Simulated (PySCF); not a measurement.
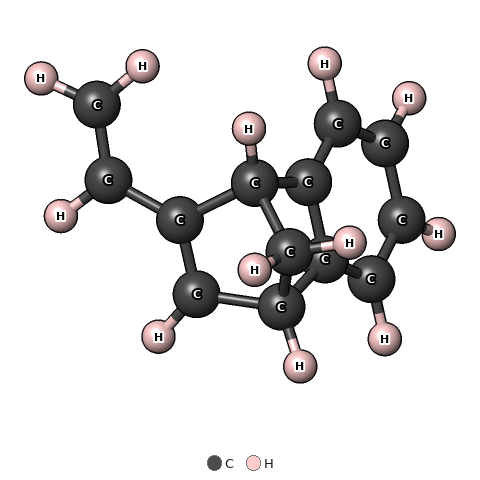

Structure of C₁₃H₁₂, SMILES C=CC1=C[C@@H]2C[C@H]1c1ccccc12.

Vertical TDDFT excitations, PBE0/def2-SVPD with PySCF, at a PBE0-D3(BJ)/def2-SVP geometry (no frequency check), gas phase.

Q: What does its absorption spectrum look like?

A: The lowest singlet lies at 4.47 eV (278 nm, f = 0.076); the brightest of the first 10 is S5 at 5.59 eV (222 nm), f = 0.249, mainly HOMO → LUMO+2 (60 %). No singlet lies below 3.1 eV (beyond 400 nm), so at this level no vertical transition falls in the visible.


```
state  E (eV)  λ (nm)      f          main character
   S1    4.47     278  0.076      HOMO → LUMO (84 %)
   S2    4.97     250  0.006    HOMO → LUMO+1 (40 %)
   S3    5.07     244  0.071    HOMO−1 → LUMO (45 %)
   S4    5.33     233  0.134    HOMO → LUMO+1 (47 %)
   S5    5.59     222  0.249    HOMO → LUMO+2 (60 %)
   S6    5.71     217  0.004  HOMO−1 → LUMO+1 (45 %)
   S7    6.05     205  0.007  HOMO−1 → LUMO+2 (55 %)
   S8    6.08     204  0.000    HOMO → LUMO+3 (91 %)
   S9    6.46     192  0.007    HOMO → LUMO+4 (86 %)
  S10    6.54     190  0.004    HOMO → LUMO+5 (56 %)
```

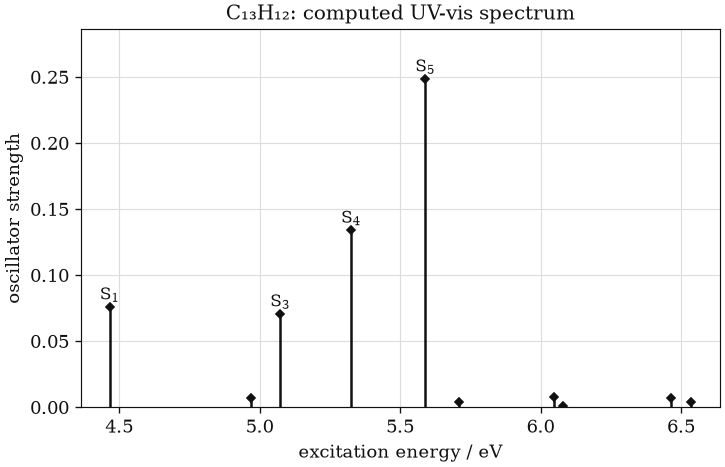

Only the first 10 singlet excitations are included.

Caveats: states above the negative HOMO energy depend on the basis; one conformer of a flexible molecule; core orbitals are frozen in the response.
